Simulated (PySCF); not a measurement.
**C4H6Si (silole): density, localisation and related maps**

```yaml
atoms:
  - { symbol: C, position_ang: [-1.0265, 0.7862, -0.3678] }
  - { symbol: C, position_ang: [0.2140, 1.2774, -0.2665] }
  - { symbol: Si, position_ang: [1.3913, -0.0983, 0.2641] }
  - { symbol: C, position_ang: [-0.0738, -1.2869, 0.2884] }
  - { symbol: C, position_ang: [-1.1853, -0.6291, -0.0613] }
  - { symbol: H, position_ang: [-1.8912, 1.3691, -0.6556] }
  - { symbol: H, position_ang: [0.4423, 2.3103, -0.4706] }
  - { symbol: H, position_ang: [1.9853, 0.1212, 1.5838] }
  - { symbol: H, position_ang: [2.3944, -0.4306, -0.7488] }
  - { symbol: H, position_ang: [-0.0791, -2.3357, 0.5345] }
  - { symbol: H, position_ang: [-2.1660, -1.0811, -0.1262] }
```

Geometry: GFN2-xTB.

Computed with PySCF 2.14.0, PBE0/pcSseg-1, SCF density, gas phase, non-relativistic.

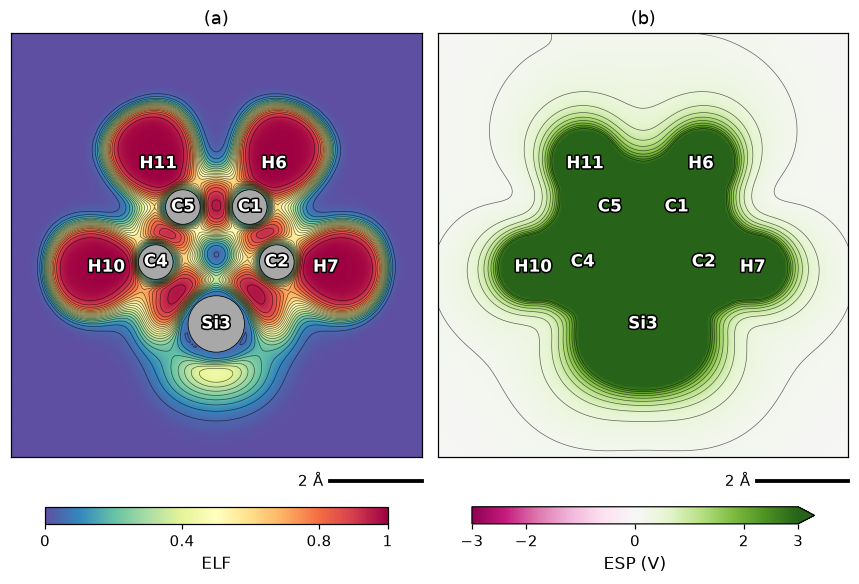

Figure 1. (a) electron localisation function; (b) electrostatic potential on the plane of atoms C1, C2 and Si3. Grey discs cover the atomic cores in the ELF map.

Question: What does the map show?

Answer: Atoms in the plane: C, Si and H. C–C (1.34 Å): the ELF peaks at about 0.90 between the atoms: a short, multiple covalent bond. C–Si (1.89 Å): the ELF peaks at about 0.95 between the atoms: localised, covalent bonding. C–H (1.08 Å): the ELF climbs to about 1 towards the hydrogen, as it does in any bond to H: an ordinary covalent bond to hydrogen. C–C (1.46 Å): the ELF peaks at about 0.95 between the atoms (a covalent bond). The potential has no marked negative region in this plane.

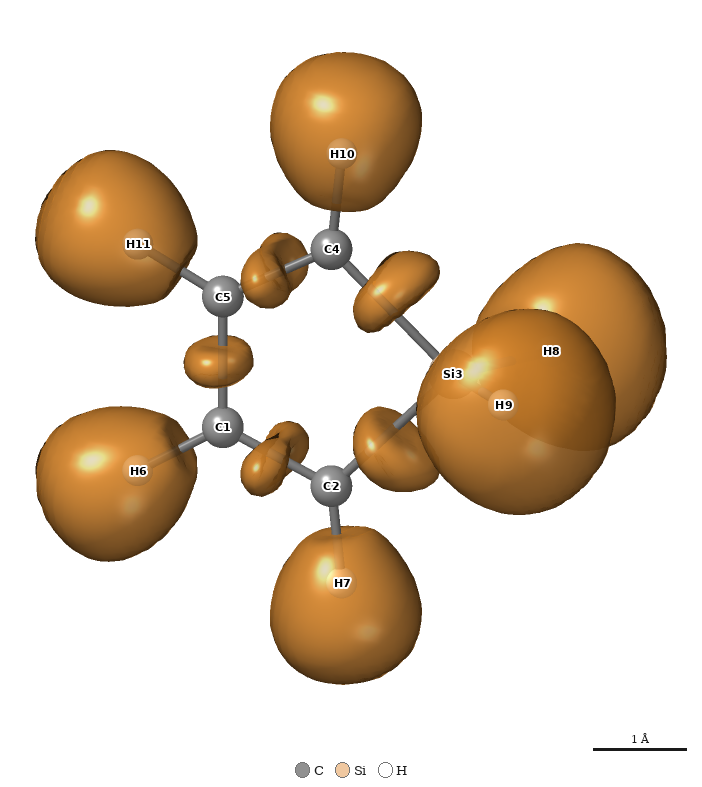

Figure 2. Isosurface of the ELF at 0.85 (orange), seen at a tilt. Only the valence region is drawn (cores and ρ < 0.01 e/Å³ removed).

Question: Identify the bonds, lone pairs and shells in this picture.

Answer: At this value the surface marks out three regions between bonded C–C atoms (shared pairs), two regions between bonded C–Si atoms (shared pairs) and six regions around hydrogen nuclei.

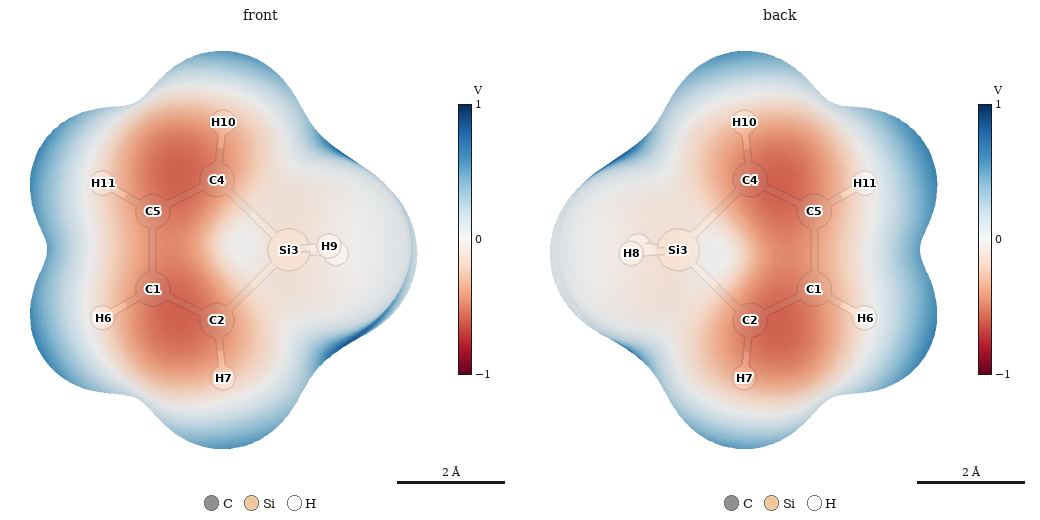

Figure 3. The molecular electrostatic potential painted on the density surface at 0.001 e/bohr³, seen from the front and from behind; red is negative and blue positive.

Question: Which sites attract a positive test charge, and which a negative one?

Answer: A positive charge is drawn to the negative regions and a negative charge to the positive ones. The most negative region (about −0.6 V, or −14 kcal/mol for a unit charge) lies over the π face of C1, C2, C4 and C5, the most positive (about +0.8 V, or +18 kcal/mol for a unit charge) over Si3.
